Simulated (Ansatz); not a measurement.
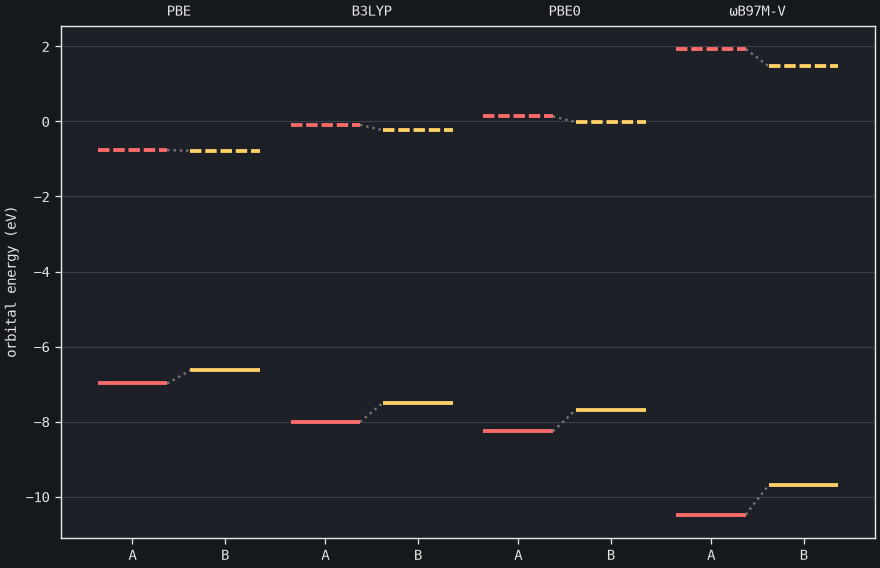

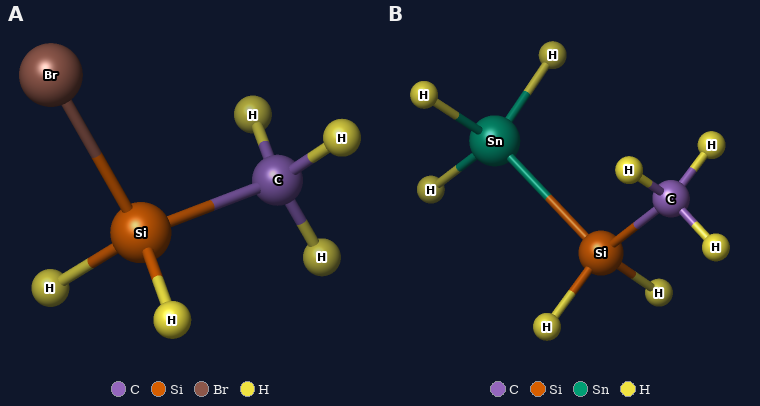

One change: A, CH₅BrSi (SMILES C[SiH2]Br), becomes B, CH₈SiSn (SMILES C[SiH2][SnH3]). Br on Si is replaced by SnH₃. HOMO (solid) and LUMO (dashed) computed in def2-TZVPP at PBE0-D4/def2-TZVP geometries, both minima by their frequencies, gas phase, the Ansatz code. Empty levels above zero depend strongly on the basis.

What does the change do to HOMO and LUMO?

PBE: the HOMO rises by 0.35 eV, the LUMO hardly moves, and the separation goes from 6.22 to 5.86 eV. B3LYP: the HOMO rises by 0.52 eV, the LUMO falls by 0.15 eV, and the separation goes from 7.92 to 7.25 eV. PBE0: the HOMO rises by 0.58 eV, the LUMO falls by 0.15 eV, and the separation goes from 8.39 to 7.66 eV. ωB97M-V: the HOMO rises by 0.80 eV, the LUMO falls by 0.46 eV, and the separation goes from 12.40 to 11.14 eV.

Do the functionals agree on the effect?

They agree on the direction for both levels; the HOMO shift lies between 0.35 and 0.80 eV and the LUMO shift between −0.46 and −0.01 eV, while the separations themselves differ by up to 6.2 eV between functionals.

Caveats: core potentials past krypton; spin-orbit coupling is left out, and with Sn it can shift these values.
